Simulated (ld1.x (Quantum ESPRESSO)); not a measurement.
# How the radius of the d waves shapes a TM potential for Mo, part 2 of 2

One potential is built and tested. Then the radius of the d waves is changed, to learn what it costs or gains.

ld1.x (Quantum ESPRESSO) 7.5; first potential PBE, scalar-relativistic. Earlier steps stand in the parts before.

## (4) Scattering by logarithmic derivatives

Taken from the files of the generation run. The phase is arctan(r·u′/u) with u = r·R, unwrapped, with energies in Ry. A pole is an energy at which the radial function vanishes at the test radius. The pseudo phase is shifted by a multiple of π to meet the all-electron one at the reference energy. Levels narrower than the energy grid can be missing from the poles. Where the grid stepped over a known ghost or core level, its pole and its step of π were put in at the level's energy. The last column is the largest difference on the grid between −1 and +1 Ry.

```tsv
channel	radius (bohr)	reference (Ry)	poles AE	poles PS	window around the reference with phases within 0.05 rad (Ry)	largest difference near zero (rad)
s	4.57	-0.30	-0.03, 2.39	-0.03, 1.93, 3.84	below 0.7	0.263
p	4.57	-0.08	0.47, 3.02	-1.96, 0.46, 2.63	-2.0 to 1.1	0.014
d	4.57	-0.28	-0.24, 1.45, 4.25	-0.24, 1.45, 4.23	below 2.6	0.002
```

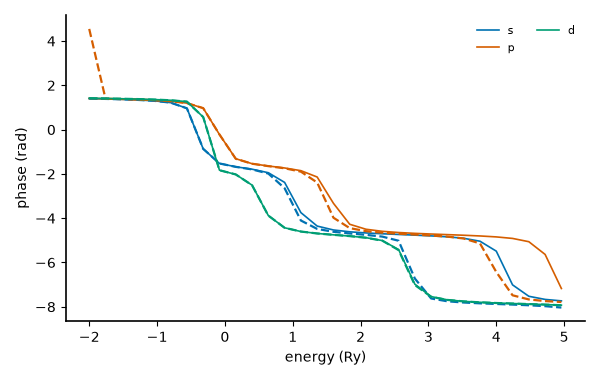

Phases by channel: all-electron solid, pseudo dashed.

## (5) Cutoff and ghost test in a Bessel basis

A separate test, outside the generator: the pseudo-atom's Hamiltonian at the reference potential is diagonalised in spherical Bessel functions j_l(qr) that vanish at 20 bohr, with q² up to the cutoff.

All-electron valence levels (Ry): 5s -0.3003, 5p -0.0767, 4d -0.2758. The lowest levels of each channel (Ry) by cutoff; the last column sums, over occupied levels, occupation times the distance from the level at 400 Ry. A positive value at high cutoff is not a bound level.

| cutoff (Ry) | s #1 | s #2 | p #1 | p #2 | d #1 | f #1 | Σ f·Δε (mRy) |
| --- | --- | --- | --- | --- | --- | --- | --- |
| 8 | -3.5805 | -0.2958 | -0.0766 | 0.0503 | 0.0090 | 0.1049 | 1428.4 |
| 12 | -5.4511 | -0.2995 | -0.4251 | -0.0766 | -0.0661 | 0.1049 | 1049.5 |
| 21 | -6.7346 | -0.3001 | -1.4843 | -0.0766 | -0.2075 | 0.1049 | 341.7 |
| 30 | -6.9621 | -0.3003 | -1.8359 | -0.0766 | -0.2537 | 0.1049 | 110.5 |
| 40 | -7.0415 | -0.3003 | -1.9287 | -0.0766 | -0.2710 | 0.1049 | 24.2 |
| 50 | -7.0533 | -0.3003 | -1.9550 | -0.0766 | -0.2744 | 0.1049 | 6.9 |
| 70 | -7.0540 | -0.3003 | -1.9615 | -0.0766 | -0.2756 | 0.1049 | 0.9 |
| 90 | -7.0542 | -0.3003 | -1.9617 | -0.0766 | -0.2758 | 0.1049 | 0.1 |
| 400 | -7.0546 | -0.3003 | -1.9620 | -0.0766 | -0.2758 | 0.1049 | 0.0 |

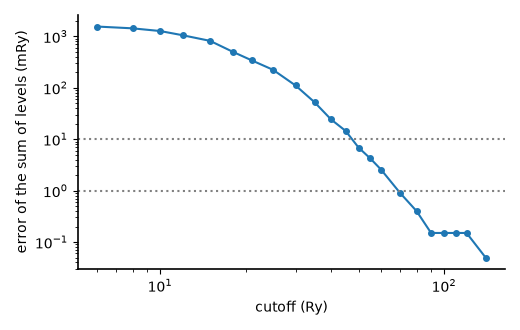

Occupation-weighted error of the valence levels against the cutoff; the dotted lines mark 10 and 1 mRy.

The sum stays within 10 mRy from 50 Ry and within 1 mRy from 70 Ry. The sum leaves out empty levels, which can need more. Ghost test: ghost states, bound below the all-electron valence or empty levels of the same l: s at -96.0 eV, p at -26.7 eV.

## (6) Variant: radius of the d waves (bohr) = 0.86

Mo.in

```
 &input
   title='Mo', zed=42., rel=1, dft='PBE', iswitch=3,
   config='[Kr] 4d5 5s1 5p0',
   nld=3, rlderiv=4.55, eminld=-2.0, emaxld=5.0, deld=0.02
 /
 &inputp
   pseudotype=2, tm=.true., lloc=2,
   nlcc=.false.,
   file_pseudopw='Mo.UPF', file_wfcaegen='ae.wfc', file_wfcncgen='nc.wfc', file_beta='beta', file_chi='chi'
 /
3
5S  1  0   1.00   0.00  2.45  2.45  0.0
5P  2  1   0.00   0.00  4.20  4.20  0.0
4D  3  2   5.00   0.00  0.86  0.86  0.0
 &test
   configts(1)='4d5 5s1 5p0'
 /
```

Command:

```bash
ld1.x < Mo.in > Mo.out
```

What the program wrote to Mo.out (without the banner and most projector matrices):

```text
     Program LD1 v.7.5
     [... all-electron run as in step 2 ...]


     --------------------- Generating NC pseudopotential ---------------------

      Generating local pot.: lloc=2, matching radius rcloc =   0.8600

      Wfc   5S  rcut= 2.429  Using Troullier-Martins method

      Wfc   5P  rcut= 4.209  Using Troullier-Martins method

     ------------------- End of pseudopotential generation -------------------

     [... all-electron run as in step 2 ...]


     Computing logarithmic derivative in   4.56583
     Computing logarithmic derivative in   4.56583
     Computing the partial wave expansion
     R is outside the sphere for l=    0 j= 0.00
     R is outside the sphere for l=    1 j= 0.00
       no projector for channel:   2

     ---------------------- Testing the pseudopotential ----------------------

     Mo
     scalar relativistic calculation

     atomic number is 42.00   valence charge is  6.00
     dft =PBE   lsd =0 sic =0 latt =0  beta=0.20 tr2=1.0E-14
     mesh =1229 r(mesh) = 100.71859 xmin = -7.00 dx = 0.01250

     n l     nl             e AE (Ry)        e PS (Ry)    De AE-PS (Ry)
     3 2     4D   1( 5.00)       -0.27582       -0.27560       -0.00023
     1 0     5S   1( 1.00)       -0.30034       -0.30034        0.00000
     2 1     5P   1( 0.00)       -0.07669       -0.07669        0.00000

     eps = 3.1E-15  iter = 94

     Etot =   -8097.243804 Ry,   -4048.621902 Ha, -110168.614337 eV
     Etotps =   -15.382788 Ry,      -7.691394 Ha,    -209.293496 eV

     Ekin =      23.690362 Ry,      11.845181 Ha,     322.323797 eV
     Encl =     -50.520154 Ry,     -25.260077 Ha,    -687.361711 eV
     Ehrt =      14.782086 Ry,       7.391043 Ha,     201.120523 eV
     Ecxc =      -3.696354 Ry,      -1.848177 Ha,     -50.291456 eV
     Epseu=       0.361272 Ry,       0.180636 Ha,       4.915352 eV

     ---------------------- End of pseudopotential test ----------------------
```

It took 2 s on 1 thread, shared host. (Generation and the later configuration tests together.)

The new file went through the configuration test as well (its log is not shown).

Energies count from the reference configuration 4d5 5s1 5p0; the error is all-electron less pseudo. A star marks tests that logged a warning.

```csv
valence configuration,charge,ΔE all-electron (eV),error AE − PS (meV)
4d5 5s0 5p0 *,+1,6.890,+17
4d4 5s0 5p0,+2,22.352,+84
4d3 5s0 5p0 *,+3,49.096,+93
4d5 5s0.5 5p0,+0.5,2.727,+2.0
4d4 5s1 5p0,+1,8.064,-22
4d4 5s2 5p0,0,0.199,-38
4d2 5s0 5p0,+4,88.600,-1.9
```

Compared with the first run, the loose cutoff goes from 50 Ry to over 300 Ry, the largest test error goes from +76 to +93 meV, a bound ghost remains (s, p) and the phase difference near zero goes from 0.26 to 3.07 rad.

## (7) Variant: radius of the d waves (bohr) = 1.96

Changes to Mo.in since step 6:

```diff
@@ -13,3 +13,3 @@
 5P  2  1   0.00   0.00  4.20  4.20  0.0
-4D  3  2   5.00   0.00  0.86  0.86  0.0
+4D  3  2   5.00   0.00  1.96  1.96  0.0
  &test
```

Command:

```bash
ld1.x < Mo.in > Mo.out
```

Output in Mo.out (without the banner and most projector matrices):

```text
     Program LD1 v.7.5
     [... all-electron run as in step 2 ...]


     --------------------- Generating NC pseudopotential ---------------------

      Generating local pot.: lloc=2, matching radius rcloc =   1.9600

      Wfc   5S  rcut= 2.429  Using Troullier-Martins method

      Wfc   5P  rcut= 4.209  Using Troullier-Martins method

     ------------------- End of pseudopotential generation -------------------

     [... all-electron run as in step 2 ...]


     Computing logarithmic derivative in   4.56583
     Computing logarithmic derivative in   4.56583
     Computing the partial wave expansion
     R is outside the sphere for l=    0 j= 0.00
     R is outside the sphere for l=    1 j= 0.00
       no projector for channel:   2

     ---------------------- Testing the pseudopotential ----------------------

     Mo
     scalar relativistic calculation

     atomic number is 42.00   valence charge is  6.00
     dft =PBE   lsd =0 sic =0 latt =0  beta=0.20 tr2=1.0E-14
     mesh =1229 r(mesh) = 100.71859 xmin = -7.00 dx = 0.01250

     n l     nl             e AE (Ry)        e PS (Ry)    De AE-PS (Ry)
     3 2     4D   1( 5.00)       -0.27582       -0.27582        0.00000
     1 0     5S   1( 1.00)       -0.30034       -0.30034        0.00000
     2 1     5P   1( 0.00)       -0.07669       -0.07669        0.00000

     eps = 7.8E-15  iter = 22

     Etot =   -8097.243804 Ry,   -4048.621902 Ha, -110168.614337 eV
     Etotps =   -15.354383 Ry,      -7.677192 Ha,    -208.907029 eV

     Ekin =      17.949308 Ry,       8.974654 Ha,     244.212778 eV
     Encl =     -44.726324 Ry,     -22.363162 Ha,    -608.532638 eV
     Ehrt =      14.755566 Ry,       7.377783 Ha,     200.759704 eV
     Ecxc =      -3.685430 Ry,      -1.842715 Ha,     -50.142824 eV
     Epseu=       0.352496 Ry,       0.176248 Ha,       4.795950 eV

     ---------------------- End of pseudopotential test ----------------------
```

Wall time 1.5 s (1 thread, shared host). (Generation and the later configuration tests together.)

The new file went through the configuration test as well (its log is not shown).

Energies count from the reference configuration 4d5 5s1 5p0; the error is all-electron less pseudo. A star marks tests that logged a warning.

```tsv
valence configuration	charge	ΔE all-electron (eV)	error AE − PS (meV)
4d5 5s0 5p0	+1	6.890	+18
4d4 5s0 5p0 *	+2	22.352	+73
4d3 5s0 5p0 *	+3	49.096	+55
4d5 5s0.5 5p0	+0.5	2.727	+2.2
4d4 5s1 5p0	+1	8.064	-16
4d4 5s2 5p0	0	0.199	-33
4d2 5s0 5p0	+4	88.600	-54
```

Against the first potential, the loose cutoff goes from 50 Ry to 40 Ry, the largest test error goes from +76 to +73 meV, a bound ghost remains (s, p) and the phase difference near zero goes from 0.26 to 0.16 rad.

## (8) All runs side by side

The summary covers parts 1 to 2.

Cutoffs, loose and tight: the cutoffs (Ry, on a coarse ladder) from which the occupation-weighted sum of valence levels, in a spherical-Bessel basis at the reference potential, stays within 10 and 1 mRy of its value at 400 Ry; empty and scattering waves don't count. The number of plane waves in a given cell goes as the cutoff to the power 3/2; it is given for the loose cutoff, relative to the first potential. Test errors are all-electron less pseudo. The phase difference is the largest within 1 Ry of zero, over the channels with partial waves. A dash means not determined. The table holds 8 more runs of the series, not printed above.

```tsv
radius of the d waves (bohr)	outcome	cutoff, loose	cutoff, tight	plane waves, relative	bound ghosts	largest test error (meV)	phase difference near zero (rad)
0.86	generated	over 300 Ry	over 300 Ry	–	s, p	+93	3.066
0.96	failed: run_pseudo: Errors in PS-KS equation	–	–	–	–	–	–
1.12	generated	110 Ry	140 Ry	3.26	s, p	+77	1.107
1.18	generated	80 Ry	110 Ry	2.02	s, p	+77	0.507
1.3 (first)	generated	50 Ry	70 Ry	1.00	s, p	+76	0.263
1.38	generated	45 Ry	60 Ry	0.85	s, p	+75	0.229
1.48	generated	45 Ry	55 Ry	0.85	s, p	+75	0.205
1.56	generated	45 Ry	50 Ry	0.85	s, p	+75	0.196
1.7	generated	40 Ry	50 Ry	0.72	s, p	+75	0.183
1.86	generated	40 Ry	50 Ry	0.72	s, p	+74	0.172
1.96	generated	40 Ry	45 Ry	0.72	s, p	+73	0.164
```

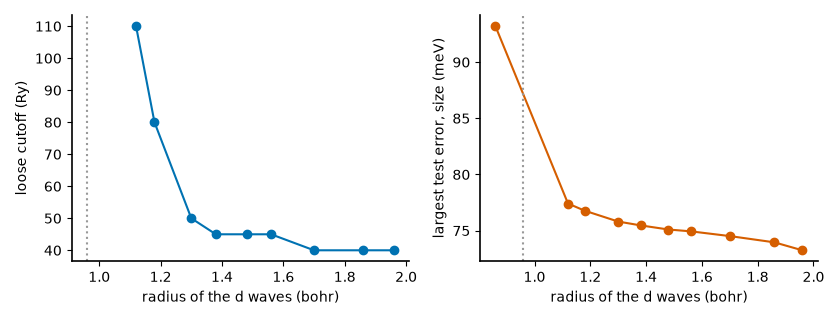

The series at a glance; dotted lines mark runs that failed.

As the radius of the d waves grows from 1.12 to 1.96, the loose cutoff falls from 110 Ry to 40 Ry. As the radius of the d waves grows from 0.86 to 1.96, the largest test error falls from 93 meV to 73 meV. Every potential shown has a bound ghost; this setting does not remove it. Generation fails at 0.96.

The first potential by itself. It has a bound ghost (s, p), a state that the atom doesn't have, and that rules the file out. The worst unpolarised test, 4d4 5s0 5p0, is off by 76 meV on 22.4 eV; by total energies transferability rates as fair. By its cutoff, 50 Ry for the looser tolerance, it is of middling hardness. The slowest occupied level is 4d: taken alone it needs 55 Ry to come within 1 mRy, against 12 Ry for 5s.
